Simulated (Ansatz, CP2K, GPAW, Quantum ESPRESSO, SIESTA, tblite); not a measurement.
**Twisted graphene monolayer on bilayer, 77.90° (186 atoms) in GPAW**

How do the settings of GPAW change the result for twisted graphene monolayer on bilayer, 77.90° (186 atoms)? A plane-wave run serves as the yardstick.

Calculated with GPAW 26.7.0; the method is named at each step.

## 1. Set-up

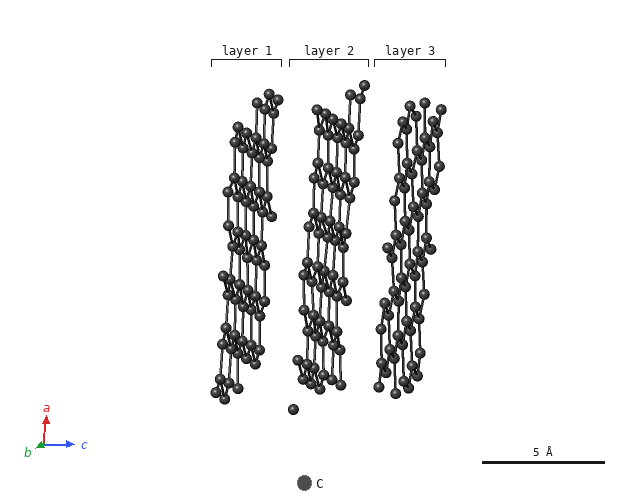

Start, viewed from the side, with the c axis across the page; carbon dark grey. Bonds to atoms that aren't drawn are left out. Some periodic images of atoms are drawn too.

The cell holds 186 atoms: 186 C. Cell: a = 13.697 Å, b = 13.697 Å, c = 20.690 Å, α = 90.0°, β = 90.0°, γ = 120.0°. It derives from C (graphene). Graphene (a = 2.46 Å) under graphene (a = 2.46 Å), monolayer on bilayer, commensurate cell of 31 unit cells a layer, twist 77.90 deg; facing planes 3.32, 3.37 Å apart as built; 14 Å of vacuum; minimised with a classical potential. Then every atom was moved at random, 0.03 Å r.m.s. a Cartesian component. Regions: layer 1, 62 atoms (62 C); layer 2, 62 atoms (62 C); layer 3, 62 atoms (62 C). Vacuum lies along c.

The yardstick, on the same geometry:

* method: Kohn-Sham DFT, PBE, SSSP efficiency 1.3.0 pseudopotentials, plane waves (Quantum ESPRESSO 7.5); sssp-pbe-1.3.0-efficiency, cutoffs 45/360 Ry, Γ point
* r.m.s. force component: 1.866 eV/Å
* longest force: 11.4 eV/Å
* time: 18 min on 4 MPI ranks of Arm Neoverse V1, shared host
* CPU time: 72 min

## 2. PBE, LCAO dzp, h 0.2 Å

Method: Kohn-Sham DFT, PBE, PAW, atomic orbitals (dzp).

run.py

```python
import numpy as np
from ase.io import read
from gpaw import GPAW, FermiDirac
from ase.parallel import parprint as print

atoms = read("structure.xyz")
atoms.calc = GPAW(
    mode="lcao",
    basis="dzp",
    h=0.2,
    xc="PBE",
    kpts={"size": (1, 1, 1), "gamma": True},
    occupations=FermiDirac(0.05),
    maxiter=200,
    symmetry={"point_group": False},
    txt="gpaw.txt",
)
energy = atoms.get_potential_energy(force_consistent=True)
forces = atoms.get_forces()
print(f"energy {energy:.6f} eV")
print("forces (eV/A)")
for i, (a, f) in enumerate(zip(atoms, forces)):
    print(f"{i:4d} {a.symbol:2s} {f[0]:10.5f} {f[1]:10.5f} {f[2]:10.5f}")
print(f"Fermi level {atoms.calc.get_fermi_level():.4f} eV")
for k in range(len(atoms.calc.get_ibz_k_points())):
    for s in range(atoms.calc.get_number_of_spins()):
        e = atoms.calc.get_eigenvalues(kpt=k, spin=s)
        n = np.searchsorted(e, atoms.calc.get_fermi_level())
        print(f"k {k} spin {s} levels about the Fermi level:", np.round(e[max(n - 6, 0):n], 4).tolist(), "|", np.round(e[n:n + 6], 4).tolist())
```

structure.xyz

```xyz
186
Lattice="13.69670 0.00000 0.00000 -6.84835 11.86169 0.00000 0.00000 0.00000 20.69000" Properties=species:S:1:pos:R:3 pbc="T T T"
C 0.23476 1.36979 6.96943
C 1.28585 0.50460 6.95639
C -0.65778 3.73109 6.95681
C 0.40659 2.79402 6.95887
C -1.50314 5.97699 6.93777
C -0.49746 5.05427 6.93549
C -2.41069 8.28812 7.01681
C -1.36426 7.40798 6.97729
C -3.30289 10.56319 7.00750
C -2.16278 9.73952 6.96756
C 2.58354 1.04917 6.94584
C 3.70996 0.09335 6.94543
C 1.77749 3.32685 6.92412
C 2.83042 2.41148 6.91253
C 0.81625 5.58460 6.95432
C 1.97541 4.74978 6.95329
C 0.02486 7.90641 6.97687
C 1.13443 7.02675 6.95618
C -0.85947 10.15954 7.01225
C 0.26099 9.31344 6.90549
C 5.09079 0.65571 6.91584
C -0.68648 11.59172 6.97646
C 4.21400 2.95083 6.93218
C 5.34527 1.99253 6.93322
C 3.25577 5.17585 6.89432
C 4.46280 4.35443 6.95929
C 2.48136 7.53680 6.92225
C 3.57443 6.63235 6.97832
C 1.53293 9.81531 6.99053
C 2.61381 8.93695 7.01598
C 7.52106 0.23830 6.98246
C 1.80057 11.20906 6.96819
C 6.62735 2.50626 6.95267
C 7.74761 1.65743 6.95205
C 5.73001 4.91525 6.94336
C 6.86602 3.92219 6.97853
C 4.89205 7.09543 6.96177
C 6.00635 6.22798 6.96115
C 3.96170 9.45816 6.98701
C 5.11729 8.53650 6.96446
C 3.08950 11.72564 6.91812
C 4.16126 10.83340 6.99301
C 9.11659 2.17484 6.93343
C 10.15104 1.23623 6.91480
C 8.16234 4.48858 6.95660
C 9.22815 3.59267 6.95887
C 7.27733 6.75760 6.99819
C 8.38676 5.89146 6.97460
C 6.40074 9.03908 6.97108
C 7.51867 8.13688 6.92453
C 5.54600 11.35365 6.99032
C 6.65324 10.48751 6.92515
C 11.49139 1.78898 6.97460
C 12.54748 0.87077 6.96053
C 10.58762 4.05041 6.95287
C 11.68068 3.20455 6.94667
[... 126 atom lines left out ...]
C -2.07300 4.67327 13.71726
C -1.72667 3.31404 13.72326
C -0.47822 2.84242 13.72140
C -0.25750 1.42150 13.74664
```

Launch:

```console
OMP_NUM_THREADS=1 mpirun -np 4 gpaw python run.py > output.txt
```

The log of the run:

```text
energy -1648.395720 eV
forces (eV/A)
   0 C    -3.89132    1.85816   -0.17670
   1 C     2.04633   -0.05718    0.01657
   2 C    -2.39858   -4.97460   -0.11759
   3 C     2.24678    0.48576   -0.14156
   4 C    -4.75872    1.68370    0.40722
   5 C     3.40307    3.40927    0.02728
   6 C    -1.84523    2.34101   -0.75227
   7 C     4.16913   -1.67064   -0.03714
   8 C    -1.04485    0.64726   -0.71363
   9 C    -1.80637   -3.57451    0.71145
  10 C     2.23011   -2.87517   -0.18965
  11 C     0.91749    2.88849    0.03643
  12 C    -2.56304   -0.23880    0.23715
  13 C     2.66648    2.07178    0.11918
  14 C     2.61958    2.05102   -0.07861
  15 C    -2.70089   -2.39206   -0.46506
  16 C    -0.90775    0.34177   -0.56728
  17 C    -1.14452   -1.83566   -0.20963
  18 C     0.48757    2.94189   -0.94211
  19 C    -2.16983   -1.53587    1.15352
  20 C    -2.15521   -3.80715    0.39218
  21 C     1.92368   -0.07567   -0.00743
  22 C     0.36425   -1.86344   -0.05269
  23 C    -3.02765    3.34965   -0.10277
[...]
178 C     3.57070   -0.00892    0.13664
 179 C    -3.15787   -0.84608   -0.38833
 180 C    -3.90174    0.72850    0.30064
 181 C    -0.89828    0.65036    0.36726
 182 C     5.55166    2.70469    0.07199
 183 C    -4.20401    0.40017    0.00150
 184 C     5.71686   -1.07902   -0.07715
 185 C     0.57156   -0.25303   -0.47572
Fermi level 0.7630 eV
k 0 spin 0 levels about the Fermi level: [-0.7226, -0.6588, -0.6321, -0.614, -0.5539, -0.4762] | [2.2421, 2.3205, 2.3744, 2.413, 2.424, 2.458]
```

gpaw.txt:

```text
Input parameters:
  mode=LCAO(),
  basis={'default': 'dzp'},
  h=0.2,
  kpts=MonkhorstPack(size=(1, 1, 1), gamma=True),
  maxiter=200,
  occupations=Occupations(name='fermi-dirac', width=0.05, fixmagmom=False),
  symmetry=Symmetry(point_group=False),
  xc=XC(name='PBE')
Unit cell  # Å
| periodic |         x |         y |         z |   lengths |     angles |
|----------|-----------|-----------|-----------|-----------|------------|
|      yes | 13.696700 |  0.000000 |  0.000000 | 13.696700 |  90.000000 |
|      yes | -6.848350 | 11.861690 |  0.000000 | 13.696700 |  90.000000 |
|      yes |  0.000000 |  0.000000 | 20.690000 | 20.690000 | 120.000000 |
Number of symmetries: 1
Symmetry operations  # r_c * U_cc + t_c -> r_c
|   | kind |            matrix            |
|---|------|------------------------------|
| 0 |  E   |  1, 0, 0,  0, 1, 0,  0, 0, 1 |
BZ-sampling:
  Number of BZ points: 1
  Number of IBZ points: 1
  Monkhorst-Pack size: [1, 1, 1]
  Monkhorst-Pack shift: [0, 0, 0]
[... lines left out ...]
eigensolver:
density mixing:
  MSR1-Mixer
occupation numbers:
  Fermi-Dirac:
    width: 0.0500  # eV
FastPoissonSolver using
    Stencil: 8*3+1=25 point O(h^6) finite-difference Laplacian
xc functional:
  name: PBE with 2 nearest neighbor stencil
interpolation: tri-quintic # 5. degree polynomial
Initialization done in: 5.374 s
convergence criteria:
- Maximum [total energy] change in last 3 cyles: 0.0005 eV / valence electron
- Maximum integral of absolute [dens]ity change: 0.0001 electrons / valence electron
- Maximum integral of absolute [eigenst]ate change: 4e-08 eV^2 / valence electron
maximum number of iterations: 200
SCF iterations
|iter     |      energy | eigst |  dens |
|---------|-------------|-------|-------|
|iter:   1|-1677.024547 |      c|       |
|iter:   2|-1672.728445 |      c| -0.90 |
|iter:   3|-1648.034269 |      c| -0.93 |
|iter:   4|-1648.456520 |      c| -1.59 |
|iter:   5|-1648.570138 |      c| -2.14 |
|iter:   6|-1648.404797c|      c| -2.30 |
|iter:   7|-1648.395944c|      c| -3.05 |
|iter:   8|-1648.395879c|      c| -3.78 |
|iter:   9|-1648.395732c|      c| -3.95 |
|iter:  10|-1648.395720c|      c| -4.37c|
Converged in 10 steps
SCF loop duration: 114.158 s (11.416 s/step)
Energy contributions relative to reference atoms: (reference = -191138.829479)
Energy contributions:
  Kinetic:        1430.317401
  Coulomb:       -1467.035129
  Zero:             36.080198
  External:          0.000000
  Xc:            -1647.758189
  Entropy:          -0.000000
  Spinorbit:         0.000000
  ----------------------------
  Free energy:   -1648.395720
  Extrapolated:  -1648.395720
dipole moment: (49.928942, -34.429011, 0.004671)  # |e|*Ang
Fermi level: 0.763
Eigenvalues  # (at kpt = [0.000, 0.000, 0.000])
| band index |      eig [eV] | occ [0-2] |
|------------|---------------|-----------|
|          0 |       -18.875 |     2.000 |
|        ... |               |           |
|        364 |        -0.740 |     2.000 |
|        365 |        -0.724 |     2.000 |
[...]
|        379 |         2.509 |     0.000 |
|        ... |               |           |
|        450 |         8.527 |     0.000 |
Gap: 2.718 eV
Transition (v -> c):
  (s=0, k=0, n=371, [0.00, 0.00, 0.00]) -> (s=0, k=0, n=372, [0.00, 0.00, 0.00])
No difference between direct/indirect transitions
Force computation time: 15.441  # s
timing:  # [seconds]
  Total:  134.980  # ━━━━━━━━━━━━━━━━━━━━━━━━━━━━━━━━━━━━━━━━━━━━━━━━━━━━━━━━
  Init:     5.373  # ━━
  SCF:    114.158  # ━━━━━━━━━━━━━━━━━━━━━━━━━━━━━━━━━━━━━━━━━━━━━━━╸
  Forces:  15.441  # ━━━━━━╸
```

The job ended after 2.3 min (4 MPI ranks of Arm Neoverse V1, shared host; peak memory 4 GiB; 9.2 min of CPU time).

Banners, paths, timers and routine set-up lines are dropped from the logs unmarked, and long logs keep their key lines alone; longer cuts are marked.

Against the reference:

| Property | Result |
| --- | --- |
| r.m.s. force component | 1.976 eV/Å |
| r.m.s. difference of force components | 128.4 meV/Å |
| longest difference of force vectors | 780.3 meV/Å |
| force difference over r.m.s. force | 6.885 % |
| slope of forces against the reference's | 1.058 |
| correlation of force components | 0.9994 |

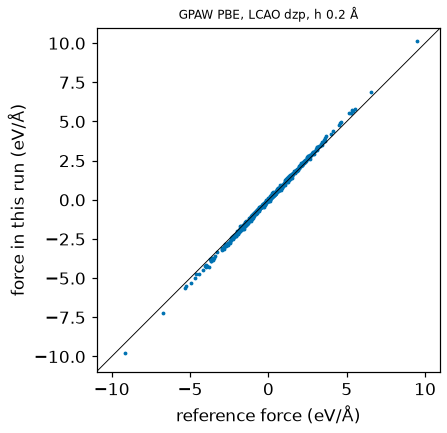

Force components against those of the reference; the line marks equality.

A closer look about C94, picked at random: 10 atoms, nearest first, numbered in the order of the input, with positions taken from that point.

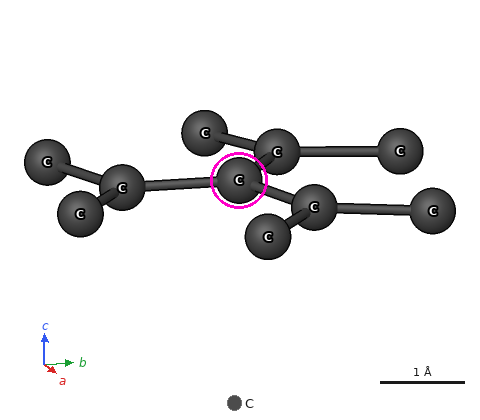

The atoms of the table, within 2.6 Å (arrows a, b, c point along x, y, z); some may hide others; the central atom is ringed.

```tsv
atom	x	y	z	distance (Å)	bonds	Fx	Fy	Fz (eV/Å)
C94	0.00	0.00	0.00	0.00	3	-3.07	-0.28	-0.37
C103	1.26	0.54	-0.03	1.37	3	2.72	-0.04	-0.21
C93	-1.13	0.85	0.00	1.42	3	-1.02	3.47	-0.78
C91	-0.24	-1.40	-0.07	1.42	3	-2.51	0.41	0.15
C104	2.34	-0.41	-0.05	2.38	3	2.43	3.37	0.25
C92	0.81	-2.28	-0.06	2.42	3	1.60	-1.96	0.18
C106	1.53	1.95	-0.09	2.48	3	-1.27	-1.77	0.73
C82	-1.64	-1.89	-0.09	2.50	3	4.37	-1.70	0.27
C96	-0.90	2.34	-0.02	2.51	3	-1.59	-2.79	0.19
C84	-2.54	0.40	-0.11	2.57	3	5.78	-0.88	0.97
```

Atoms are counted from 1 here, from 0 in the log.

Forces lie 6.9 % from the reference's, at 0.13 times its CPU time.

## 3. PBE, LCAO dzp, h 0.2 Å, other mixer settings

Method: Kohn-Sham DFT, PBE, PAW, atomic orbitals (dzp).

Changes to run.py since step 2:

```diff
@@ -2,3 +2,3 @@
 from ase.io import read
-from gpaw import GPAW, FermiDirac
+from gpaw import GPAW, FermiDirac, Mixer
 from ase.parallel import parprint as print
@@ -13,2 +13,3 @@
     occupations=FermiDirac(0.05),
+    mixer=Mixer(0.03, 7, 100),
     maxiter=200,
```

structure.xyz is that of step 2.

The log of the run:

```text
energy -1648.395731 eV
forces (eV/A)
   0 C    -3.89529    1.85627   -0.17328
   1 C     2.04656   -0.06084    0.01982
   2 C    -2.40088   -4.97386   -0.11505
   3 C     2.24504    0.48668   -0.13848
   4 C    -4.75768    1.68020    0.40742
   5 C     3.40204    3.40901    0.02731
[...]
183 C    -4.20380    0.40429   -0.00135
 184 C     5.71732   -1.07931   -0.07907
 185 C     0.57193   -0.25267   -0.47577
Fermi level 1.0568 eV
k 0 spin 0 levels about the Fermi level: [-0.723, -0.6591, -0.6326, -0.6145, -0.5542, -0.4765] | [2.2418, 2.3201, 2.3739, 2.4126, 2.4236, 2.4576]
```

gpaw.txt:

```text
Input parameters:
  mode=LCAO(),
  basis={'default': 'dzp'},
  h=0.2,
  kpts=MonkhorstPack(size=(1, 1, 1), gamma=True),
  maxiter=200,
[... lines left out ...]
  occupations=Occupations(name='fermi-dirac', width=0.05, fixmagmom=False),
[... lines left out ...]
  Fermi-Dirac:
[... lines left out ...]
convergence criteria:
- Maximum [total energy] change in last 3 cyles: 0.0005 eV / valence electron
[... lines left out ...]
Converged in 14 steps
[... lines left out ...]
  Free energy:   -1648.395731
[... lines left out ...]
Fermi level: 1.057
[... lines left out ...]
|        ... |               |           |
|        364 |        -0.740 |     2.000 |
|        365 |        -0.724 |     2.000 |
[...]
|        379 |         2.509 |     0.000 |
|        ... |               |           |
|        450 |         8.526 |     0.000 |
Gap: 2.718 eV
Transition (v -> c):
  (s=0, k=0, n=371, [0.00, 0.00, 0.00]) -> (s=0, k=0, n=372, [0.00, 0.00, 0.00])
No difference between direct/indirect transitions
Force computation time: 14.545  # s
```

Elapsed: 3 min, on 4 MPI ranks; peak memory 4 GiB; 12 min of CPU time.

Compared with the plane-wave run:

```yaml
r_m_s_force_component: 1.977 eV/Å
r_m_s_difference_of_force_components: 129.9 meV/Å
longest_difference_of_force_vectors: 784 meV/Å
force_difference_over_r_m_s_force: 6.965 %
slope_of_forces_against_the_reference_s: 1.059
correlation_of_force_components: 0.9994
energy_less_the_same_level_run_s: -0.0001 meV/atom
r_m_s_force_difference_from_the_same_level_run: 2.829 meV/Å
```

Against the first run (6.9 %), the force difference from the reference is 7.0 %, at 1.3 times the CPU time: another solver or mixer reaches the same state.

## 4. PBE, LCAO sz(dzp), h 0.2 Å

Method: Kohn-Sham DFT, PBE, PAW, atomic orbitals (sz(dzp)).

Changes to run.py since step 3:

```diff
@@ -2,4 +2,3 @@
 from ase.io import read
-from gpaw import GPAW, FermiDirac, Mixer
-from ase.parallel import parprint as print
+from gpaw import GPAW, FermiDirac
 
@@ -8,3 +7,3 @@
     mode="lcao",
-    basis="dzp",
+    basis="sz(dzp)",
     h=0.2,
@@ -13,3 +12,2 @@
     occupations=FermiDirac(0.05),
-    mixer=Mixer(0.03, 7, 100),
     maxiter=200,
```

structure.xyz is that of step 3.

Launch:

```console
OMP_NUM_THREADS=1 python run.py > output.txt
```

The log of the run:

```text
energy -1406.413686 eV
forces (eV/A)
   0 C    -4.67786    2.09732   -0.00287
   1 C     2.28884   -0.46838    0.16140
   2 C    -2.74649   -5.93597    0.08577
   3 C     2.49689    0.45991    0.01209
   4 C    -5.28478    2.14266    0.44558
   5 C     3.76764    3.76331    0.10993
[...]
183 C    -4.77518    0.72046   -0.13958
 184 C     7.07525   -1.18911   -0.22872
 185 C     0.61798    0.01213   -0.47252
Fermi level -1.1449 eV
k 0 spin 0 levels about the Fermi level: [-3.0118, -2.9956, -2.9541, -2.895, -2.8747, -2.8018] | [0.0613, 0.0859, 0.2071, 0.2185, 0.2636, 0.2676]
```

gpaw.txt:

```text
Input parameters:
  mode=LCAO(),
  basis={'default': 'sz(dzp)'},
  h=0.2,
  kpts=MonkhorstPack(size=(1, 1, 1), gamma=True),
  maxiter=200,
  occupations=Occupations(name='fermi-dirac', width=0.05, fixmagmom=False),
[... lines left out ...]
  Fermi-Dirac:
[... lines left out ...]
convergence criteria:
- Maximum [total energy] change in last 3 cyles: 0.0005 eV / valence electron
[... lines left out ...]
Converged in 8 steps
[... lines left out ...]
  Free energy:   -1406.413686
[... lines left out ...]
Fermi level: -1.145
[... lines left out ...]
|        ... |               |           |
|        450 |         7.025 |     0.000 |
Gap: 2.863 eV
Transition (v -> c):
  (s=0, k=0, n=371, [0.00, 0.00, 0.00]) -> (s=0, k=0, n=372, [0.00, 0.00, 0.00])
No difference between direct/indirect transitions
Force computation time: 9.595  # s
timing:  # [seconds]
  Total:  67.865  # ━━━━━━━━━━━━━━━━━━━━━━━━━━━━━━━━━━━━━━━━━━━━━━━━━━━━━━━━━
  Init:   14.686  # ━━━━━━━━━━━━╸
  SCF:    43.543  # ━━━━━━━━━━━━━━━━━━━━━━━━━━━━━━━━━━━━╸
  Forces:  9.595  # ━━━━━━━━
```

The job ended after 69 s (1 thread; peak memory 1.4 GiB).

Numbers from this run, and their distance from the reference:

```
r.m.s. force component                  : 2.363 eV/Å
r.m.s. difference of force components   : 573.8 meV/Å
longest difference of force vectors     : 3104 meV/Å
force difference over r.m.s. force      : 30.75 %
slope of forces against the reference's : 1.255
correlation of force components         : 0.9907
```

This is a coarse setting, run to see what it loses.

Against the first run (6.9 %), the force difference from the reference is 31 %, at 0.13 times the CPU time (on 1 against 4 cores), with 744 basis functions against 2418: the smaller basis costs accuracy.

(Continued in part 2 of 2.)

[Also dropped from logs without a mark: logging warnings of Python, and SIESTA's first energy breakdown and zero terms.]

[Logs are printed without paths, hosts, clocks, repeated set-up lines and the standing remarks that a program may print on its own settings, such as how far it seeks lower states.]

[Hosts, paths, dates, database ids (printed as entryN), source tags and the programs' standing remarks are cut or masked in the printed files.]
